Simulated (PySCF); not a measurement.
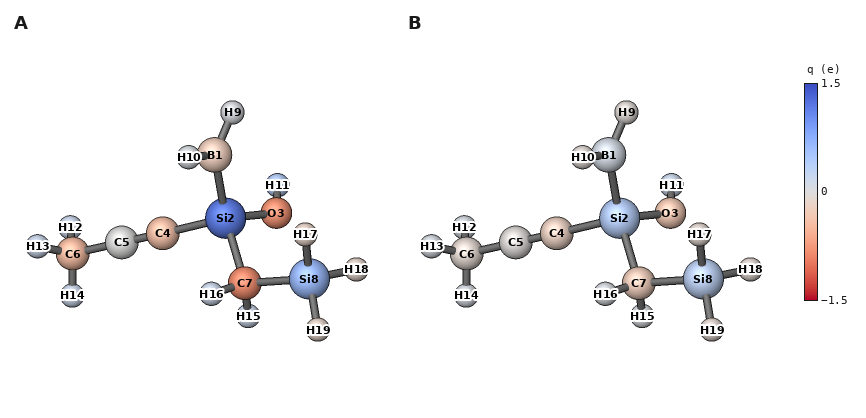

Atomic charges of one calculation by 2 schemes, on one colour scale. The geometry was computed by an optimisation with GFN2-xTB. No frequency run is at hand to confirm it as a minimum. Method: PBE0/pcSseg-1 (PySCF 2.14.0).

Question: The schemes are Hirshfeld, IAO. Which panel shows which?

Answer: A IAO, B Hirshfeld.

List the charges (e), one line for each set of equivalent atoms.

```tsv
atom	IAO	Hirshfeld
B1	−0.24	0.08
Si2	1.15	0.38
O3	−0.79	−0.31
C4	−0.39	−0.19
C5	0.00	−0.03
C6	−0.44	−0.09
C7	−0.82	−0.25
Si8	0.60	0.31
H9	0.03	−0.05
H10	0.04	−0.05
H11	0.36	0.17
H12	0.17	0.06
H13	0.17	0.06
H14	0.18	0.06
H15	0.17	0.05
H16	0.16	0.04
H17	−0.13	−0.08
H18	−0.11	−0.08
H19	−0.12	−0.08
```

The geometry is semi-empirical. Around B, Si such bond lengths and angles can be off by a tenth of an ångström or more and by several degrees, and values that hang on the shape move with them.
